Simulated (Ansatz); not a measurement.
# Ru: one crystal by all-electron and frozen-core methods, part 2 of 2

Does the method matter for Ru? The same cell, functional and mesh are run with all-electron LAPW, frozen-core PAW and datasets made for this crystal.

Ansatz 0.2.0; DFT PBEsol; a database cell (COD). «Crystal datasets» are all-electron PAW datasets made for this crystal. The steps go on from the part before.

### Step 3. Frozen-core PAW

Input file input.yaml:

```yaml
crystal:
  lattice:
    - [2.7057993342, 0.0, 0.0]
    - [-1.3528996671, 2.343290961, 0.0]
    - [0.0, 0.0, 4.2819]
  atoms:
    - { symbol: Ru, position: [0.3333333333, 0.6666666667, 0.25] }
    - { symbol: Ru, position: [0.6666666667, 0.3333333333, 0.75] }
kpoints:
  mp_grid: { grid: [14, 14, 8] }
  band_path:
    path:
      - [0.0, 0.0, 0.0]
      - [0.5, 0.0, 0.0]
      - [0.3333333333, 0.3333333333, 0.0]
      - [0.0, 0.0, 0.0]
      - [0.0, 0.0, 0.5]
      - [0.5, 0.0, 0.5]
      - [0.3333333333, 0.3333333333, 0.5]
      - [0.0, 0.0, 0.5]
      - [0.5, 0.0, 0.5]
    npoints: 14
scf:
  occupations: { method: fermi_dirac, width: 0.03 }
hamiltonian:
  xc: pbesol
  pseudopotentials: { kind: paw }
output:
  forces: true
  stress: true
  eigenvalues: true
  efg: { contact_densities: true }
  populations: true
  bader: true
  dos: { projected: true, de: 0.2, e_range: [-14, 8] }
  write_density: true
  write_potential: true
  elf: true
  volumetric_format: npy
```

Launch:

```sh
> ansatz run input.yaml --threads 1 --pin off --max-ram 3072MiB --backend cpu --events-out ev --progress --plain --runs-dir out
```

Standard output:

```text
Ru: output.efg is read without spin–orbit coupling, which moves field gradients at and beside such atoms by some per cent and up to a factor of two; PAW files take it under magnetization.noncollinear and magnetization.spin_orbit
Engine: ansatz 0.2.0
Pseudopotentials: kind: paw
Pseudopotential: Ru, paw, valence charge 16, recommended cutoff 420 eV (normal)
Functional definition: PBEsol
  exchange = pbesol_x
  correlation = pbesol_c
Crystal: 2 atoms, lattice volume = 27.149 Å³
Basis set: ecut = 420 eV, 537 PW (Γ), exchange–correlation on 40×40×60 points (8 copies of the dense FFT grid, shifted against one another)
Bands: 20, of which v1, the nominal top of the filled ones, is band 16 counted from 1 (15 counted from 0)
Symmetry: 24 space group operations
Space group: P63/mmc (ITA 194), of the structure as read, at distance tolerance 3.0e-5 Å
k-points: 120 of 1568
Non-local potential: Ru, projectors of the file, l = 0: 3, l = 1: 2, l = 2: 2, l = 3: 1
PAW form: soft (Blöchl's): semilocal exchange-correlation on the pseudo side does not see the compensation charge
PAW frozen core: Ru, regenerated for the run's functional, and the local potential with it (the file was generated under x = pbe(κ = 0.804, μ = 0.2195149727645171), c = pbe(β = 0.06672455060314922))
PAW one-centre angular grid: Ru, 590 points (default); XC on 64 Gauss nodes
Initial density: superposition of atomic densities (neutral atoms: chi_scale 0, normalization atom), corrected by the library's trained network
Initial wavefunctions: pseudopotential atomic-orbital guess
Functional: x = pbesol(κ = 0.804, μ = 0.12345679012345678), c = pbesol(β = 0.046)
SCF iter   1: F=—  HF=-11632.998789 eV  |F-HF|=—  |Δ(HF+E_count)|=         —  Δρ=1.07e-2  dr2=1.95e-2  ethr=1.77e-3  ⟨swp⟩=5.3  Hψ=9536  notcnv=0
preconditioner: auto → none  [metal: Δε(μ)=0.024 eV  Ē_g=5.876 eV  σ=0.030 eV  W_gap=0.20  n_scr=8 (ndim 8)  ℏωp=28.5 eV  f_vac=0.000  D(μ)=2.43/eV (n_scr^D=34)  sad-step TF]
SCF iter   2: F=—  HF=-11632.995995 eV  |F-HF|=—  |Δ(HF+E_count)|=   2.79e-3  Δρ=5.58e-3  dr2=4.97e-3  ethr=6.11e-5  ⟨swp⟩=2.0  Hψ=5737  notcnv=0  defer=13
SCF iter   3: F=—  HF=-11632.995081 eV  |F-HF|=—  |Δ(HF+E_count)|=   9.14e-4  Δρ=3.41e-4  dr2=9.36e-6  ethr=1.55e-5  ⟨swp⟩=2.0  Hψ=3797  notcnv=0  defer=13
SCF iter   4: F=—  HF=-11632.995072 eV  |F-HF|=—  |Δ(HF+E_count)|=   8.65e-6  Δρ=7.92e-5  dr2=1.02e-6  ethr=2.93e-8  ⟨swp⟩=2.0  Hψ=4318  notcnv=0  defer=13
iter 5 did not close the SCF: its close was put off for the readings that it lacked (scf_convergence_deferred on its scf_iter line)
SCF iter   5: F=-11632.995072 eV  HF=-11632.995072 eV  |F-HF|=2.08e-8  |Δ(HF+E_count)|=   1.19e-7  Δρ=1.76e-5  dr2=3.49e-8  ethr=3.20e-9  ⟨swp⟩=2.0  Hψ=3943  notcnv=0  defer=13
SCF iter   6: F=-11632.995072 eV  HF=-11632.995072 eV  |F-HF|=8.08e-10  |Δ(HF+E_count)|=   1.15e-8  Δρ=3.75e-6  dr2=1.91e-9  ethr=1.09e-10  ⟨swp⟩=5.7  Hψ=14038  notcnv=0
SCF 1 converged in 6 iterations: F = -11632.995072 eV  dr2 = 1.91e-9
NSCF: frozen V_eff on 113 k-points
SCF converged after 6 iterations
Free energy (F): -11632.995072 eV
Harris-Foulkes:  -11632.995072 eV  (|F-HF|=8.08e-10)
Internal energy: -11632.988197 eV  (E = F + TS)
E sigma→0 (E₀):  -11632.991634 eV
Entropy (-TS):   -0.006875 eV (-3.438 meV/atom)
Fermi energy:    23.365427 eV
--- Per-component energies (eV) ---
  E_band       = -110.070021
  E_kinetic    = 1027.798493
  E_local      = -2515.579281  (includes V_loc(G=0)·N_el)
  E_nonlocal   = 689.181790
  E_hartree    = 805.250772
  E_xc         = -379.025531
  E_vxc        = -477.466900  (∫ρ·V_xc dr)
  E_paw        = -6798.664601  (= ΣΔE_a)
  E_vpaw       = -444.507149  (= ΣTr[D̂ρ^β])
  E_aug_tail   = -0.000419  (compensation charges beyond the density's cutoff)
  E_ewald      = -4462.456013
  E_core_change = 0.506592  (= ΣΔE_core)
  E_smearing   = -0.006875  (= −TS)
  E_closure    = 0.000000  (closes the sum)
  Σ components = -11632.995072   (vs F -11632.995072, Δ=0.00e0)
--- Forces (eV/Å), atoms counted from 1 ---
  atom   1  Ru    -0.00000000     0.00000000     0.00000000
  atom   2  Ru     0.00000000    -0.00000000     0.00000000
  max |Σ_I F_I| component: 0.00e0 eV/Å
--- Stress (GPa, compression-positive) ---
       -5.559934       0.000000       0.000000
        0.000000      -5.559934       0.000000
        0.000000       0.000000      -7.631858
  P = ⅓ Tr σ = -6.2506 GPa (-62.506 kbar)
--- PAW observables at the nuclei: V_zz in 10²¹ V/m², potentials from the cell's mean, atoms counted from 1 ---
  atom   1  Ru V_zz =    -0.935625   η = 0.0000   by run symmetry: allowed
            electrostatic potential = -6805.265319 V   contact ρ = 718383.735373 e/Å³
  atom   2  Ru V_zz =    -0.935625   η = 0.0000   by run symmetry: allowed
            electrostatic potential = -6805.265319 V   contact ρ = 718383.735373 e/Å³
--- Band table (eV; the first three rows and the last of 120) ---
  k-point 0: bands = ["-49.6850", "-49.4782", "-20.2008", "-19.2529", "-19.2529", "-19.0815", "-19.0815", "-19.0463", "15.3202", "17.1389", "20.7746", "20.7746", "20.9461", "21.4611", "21.4611", "21.9873", "21.9873", "24.5749", "24.5749", "24.6120"]
  k-point 1: bands = ["-49.6772", "-49.4862", "-20.1588", "-19.2465", "-19.2465", "-19.0925", "-19.0880", "-19.0880", "15.4952", "17.1960", "20.6748", "20.6748", "20.8591", "21.3582", "21.3582", "22.2251", "22.2251", "24.0400", "24.5839", "24.5839"]
  k-point 2: bands = ["-49.6551", "-49.5089", "-20.0384", "-19.2280", "-19.2280", "-19.2227", "-19.1068", "-19.1068", "15.9876", "17.3362", "20.5370", "20.5370", "20.6449", "21.1088", "21.1088", "22.7555", "22.7555", "22.7719", "24.5442", "24.5442"]
  k-point 119: bands = ["-49.4624", "-49.4624", "-19.9639", "-19.9639", "-19.6696", "-19.6696", "-19.2439", "-19.2439", "18.5301", "18.5301", "19.3378", "19.3378", "20.6371", "20.6371", "22.2425", "22.2425", "24.6513", "24.6513", "31.3312", "31.3312"]
--- Löwdin populations: 2 sites ---
  site symbol       q [e]
     0     Ru     15.9068
     1     Ru     15.9068
  spilling = 0.005825 (of n_electrons = 32.000000)
--- Bader charges: 2 sites ---
  site symbol  charge [e]  shift [e]
     0     Ru      0.0000     0.0000
     1     Ru      0.0000     0.0000
  estimated error of the sums over rays = 8.0e-5 e
```

Wall time 12 s (1 thread of Intel Xeon 6975P-C (Granite Rapids), shared host); peak memory 0.44 GiB.

This run gives: pressure -6.25 GPa; no gap; Vzz Ru1 -0.94 (η = 0.00) (10²¹ V/m²).

| atom | Bader charge (e) | basin volume (Å³) |
| --- | --- | --- |
| Ru1 | +0.00 | 13.57 |

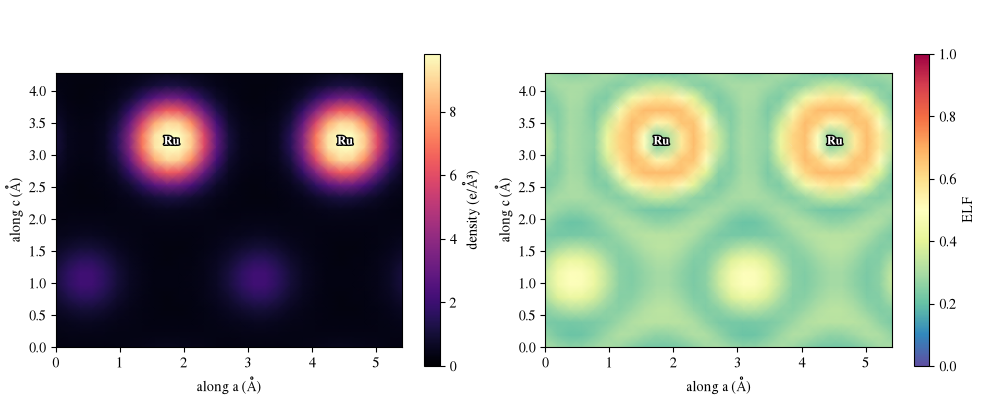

Density (left) and ELF (right) in a lattice plane of the grid's cell (edges 2.71 and 4.28 Å, at 0.333 of the third edge), which holds Ru. Only atoms in the plane are labelled. Both are smooth fields of the valence electrons: close to the nuclei they are not physical.

### Step 4. Datasets made for this crystal

Changes to input.yaml since step 3:

```diff
@@ -21,3 +21,3 @@
       - [0.5, 0.0, 0.5]
-    npoints: 14
+    npoints: 8
 scf:
@@ -26,3 +26,3 @@
   xc: pbesol
-  pseudopotentials: { kind: paw }
+  pseudopotentials: { kind: all_electron, datasets: crystal }
 output:
@@ -32,8 +32 @@
   efg: { contact_densities: true }
-  populations: true
-  bader: true
-  dos: { projected: true, de: 0.2, e_range: [-14, 8] }
-  write_density: true
-  write_potential: true
-  elf: true
-  volumetric_format: npy
```

Launch:

```sh
> ansatz run input.yaml --threads 1 --pin off --max-ram 3072MiB --backend cpu --events-out ev --progress --plain --runs-dir out
```

Standard output, shortened:

```text
[...]
band count auto-derived: 13 (N_el = 16.0; filled up to band 8; 12 by the electrons, moments and atoms)
Ru: output.efg is read without spin–orbit coupling, which moves field gradients at and beside such atoms by some per cent and up to a factor of two; PAW files take it under magnetization.noncollinear and magnetization.spin_orbit
[...]
[... 1 set-up line as earlier in the session ...]
Pseudopotential: Ru, paw, valence charge 16, recommended cutoff 320 eV (normal), Koelling and Harmon's equation, gaussian nucleus
[... 1 set-up line as earlier in the session ...]
[...]
Crystal: 2 atoms, lattice volume = 27.149 Å³
Basis set: ecut = 320 eV, 325 PW (Γ), exchange–correlation on 32×32×50 points (8 copies of the dense FFT grid, shifted against one another)
Bands: 13, of which v1, the nominal top of the filled ones, is band 8 counted from 1 (7 counted from 0)
[... 1 set-up line as earlier in the session ...]
[...]
  atom   1  Ru    -0.00000000     0.00000000     0.00000000
  atom   2  Ru    -0.00000000    -0.00000000     0.00000000
[...]
--- Stress (GPa, compression-positive) ---
       -5.573410      -0.000000       0.000000
        0.000000      -5.573410       0.000000
        0.000000       0.000000      -7.671668
  P = ⅓ Tr σ = -6.2728 GPa (-62.728 kbar)
  It holds what live shells' own plane waves past their cutoff add
--- PAW observables at the nuclei: V_zz in 10²¹ V/m², potentials from the cell's mean, atoms counted from 1 ---
  atom   1  Ru V_zz =    -1.059874   η = 0.0000   by run symmetry: allowed
            electrostatic potential = -6803.600955 V   contact ρ = 718412.185708 e/Å³
  atom   2  Ru V_zz =    -1.059874   η = 0.0000   by run symmetry: allowed
            electrostatic potential = -6803.600955 V   contact ρ = 718412.185708 e/Å³
--- Band table (eV; the first three rows and the last of 120) ---
  k-point 0: bands = ["17.5630", "19.3824", "23.0199", "23.0199", "23.1918", "23.7064", "23.7064", "24.2329", "24.2329", "26.8208", "26.8208"]
[...]
```

Run time: 12 s. Hardware: 1 thread of Intel Xeon 6975P-C (Granite Rapids), shared host; peak memory 0.56 GiB.

This run gives: pressure -6.27 GPa; no gap; Vzz Ru1 -1.06 (η = 0.00) (10²¹ V/m²).

| atom | contact density (e/Å³) |
| --- | --- |
| Ru1 | 718412.2 |

### Step 5. The methods compared

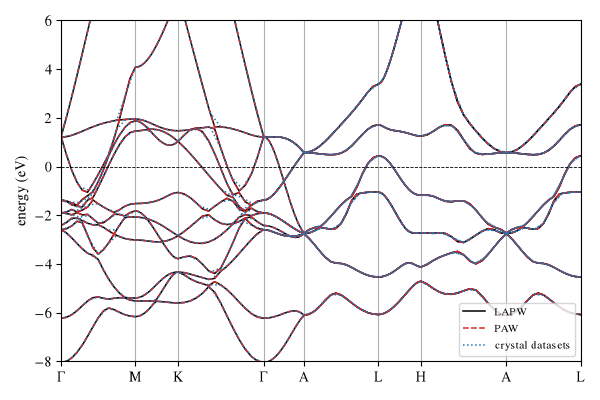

Bands of 3 runs (LAPW; PAW; crystal datasets) drawn together, counted from each run's Fermi level.

| method | pressure (GPa) | Vzz Ru1 (10²¹ V/m²) | SCF cycles, all passes |
| --- | --- | --- | --- |
| LAPW | -6.27 | – | 8 |
| PAW | -6.25 | -0.94 | 6 |
| crystal datasets | -6.27 | -1.06 | 8 |

### Step 6. Outcome

The summary covers parts 1 to 2.

```
           quantity                                              value
           pressure  LAPW -6.27, PAW -6.25, crystal datasets -6.27 GPa
         gap (LAPW)                                               none
Bader charges (PAW)                                        Ru1 +0.00 e
```

In words: At this geometry the cell is under tension of 6.3 GPa, so it would shrink if let go. There is no gap at this level; the crystal is a metal here. Ru 4d carries the largest share, 96 %, of the projected states within 0.3 eV of the Fermi level. The projection holds only the free atom's occupied shells (Ru 5s, Ru 4d in this range). The field gradient at Ru1, the largest by crystal datasets, is -0.94 by PAW and -1.06 by crystal datasets (10²¹ V/m²); frozen cores can miss part of the core's response. No spin–orbit coupling: at heavy atoms the gradients can be off by tens of per cent for that reason. PAW lies +0.02 GPa from LAPW in pressure. The price, with the outputs that each input asks for: 29 s for LAPW against 12 s for PAW, about 2.4 to one.
